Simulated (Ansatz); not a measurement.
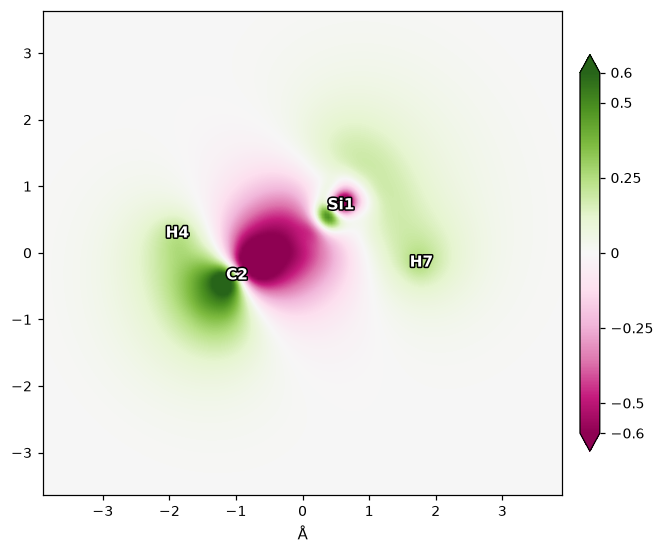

Figure 1: CH$_{6}$Si···HCl. The HOMO on the plane of atoms Si1, C2 and H4 (values in Å⁻³ᐟ²; the overall sign is arbitrary).

Method: Ansatz 0.2.0, RHF/def2-SVP.

```xyz
10

Si    0.3070   -0.0152    0.2071
C     0.5295   -0.2151    2.0670
H    -0.4396   -0.2868    2.5627
H     1.0970   -1.1201    2.2940
H     1.0678    0.6363    2.4886
H     1.6217    0.1147   -0.4693
H    -0.4829    1.2069   -0.0961
H    -0.4029   -1.1810   -0.3729
Cl   -3.5958    0.2668    1.6445
H    -3.2262    1.2446    0.9189
```

Question: What is the character of this orbital?

Answer: By Hirshfeld shares it lies mainly on C2 (about 45 %) and Si1 (about 30 %). Its energy is −12.41 eV.
